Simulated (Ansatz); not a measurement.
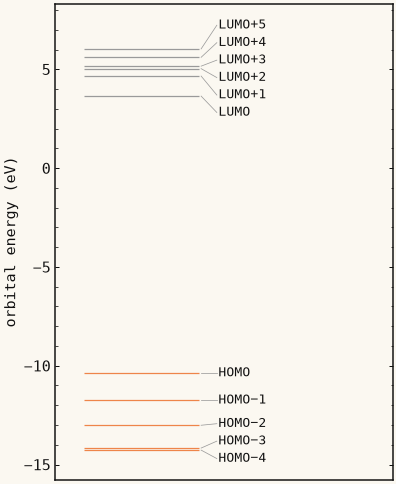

C₃H₉NO, SMILES CNCOC. Hartree-Fock orbital energies near the frontier, HF/def2-TZVPP in the Ansatz code 0.2.0, at a PBE0-D4/def2-TZVP geometry (a minimum by its frequencies), isolated molecule; empty levels in grey, levels within 0.03 eV side by side.

Where do the frontier orbitals lie?

HOMO at −10.37 eV, LUMO at 3.64 eV, 14.01 eV apart.

How far below the HOMO does the next level lie?

1.38 eV.

List the levels.

| orbital | energy (eV) |
| --- | --- |
| LUMO+5 | 6.03 |
| LUMO+4 | 5.61 |
| LUMO+3 | 5.16 |
| LUMO+2 | 5.03 |
| LUMO+1 | 4.66 |
| LUMO | 3.64 |
| HOMO | −10.37 |
| HOMO−1 | −11.75 |
| HOMO−2 | −13.01 |
| HOMO−3 | −14.17 |
| HOMO−4 | −14.27 |

Known limits of this run: one conformer of a flexible molecule; empty levels above zero depend strongly on the basis.
